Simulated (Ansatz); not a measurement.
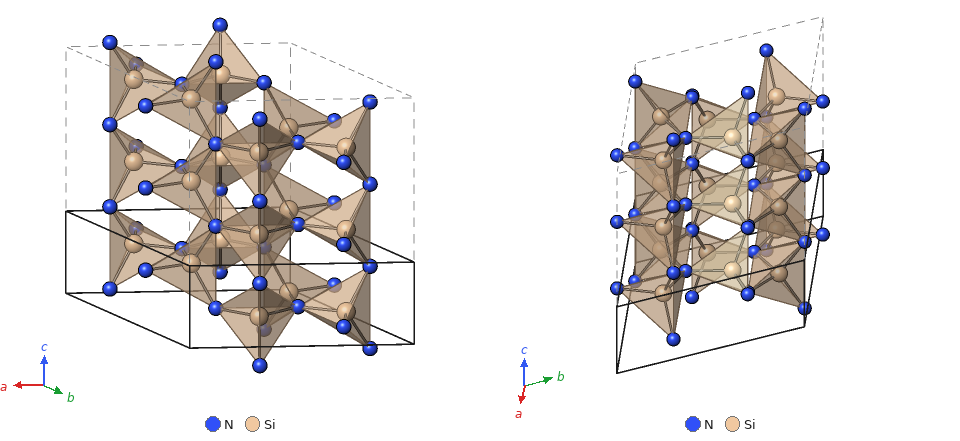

Polyhedra are drawn about Si (bonds: N–Si below 2 Å); other atoms are plain spheres. Two views of the same piece.

Si₃N₄ (space group P6_3/m, No. 176). Coordinates: the end point of a relaxation with Ansatz 0.2.0, DFT, PAW plane waves, r2scan.

Sharing among the drawn polyhedra:

| site | polyhedron | corner-sharing neighbours | edge-sharing | face-sharing | bond (Å) |
| --- | --- | --- | --- | --- | --- |
| Si | SiN4 tetrahedron | 8 | 0 | 0 | 1.73–1.74 |

They form a three-dimensional framework of corner-sharing tetrahedra.
